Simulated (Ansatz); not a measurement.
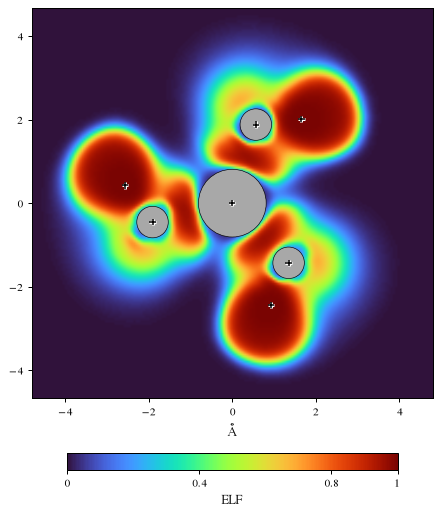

The electron localisation function on a plane through atoms (crosses mark nuclei in the plane; grey discs cover the cores).

Theory: Ansatz, isolated molecule in a Gaussian basis; Kohn-Sham density functional theory, functional PBE0.

Candidates:
A. C₃H₉Al (SMILES [CH3][Al]([CH3])[CH3])
B. F₂Ga₂H₄ (SMILES [F+]1[GaH2-][F+][GaH2-]1)
C. GeH₄S₂ (SMILES [SH][GeH2][SH])

**Which candidate gave the map?**

Candidate A: C₃H₉Al on the plane of atoms C2, Al4 and C3, which holds C, Al and H. C–Al (1.96 Å): the ELF peaks at about 0.95 between the atoms; a shared but strongly polarised pair. C–H (1.10 Å): the ELF climbs to about 1 towards the hydrogen, as it does in any bond to H: a covalent bond by its length.
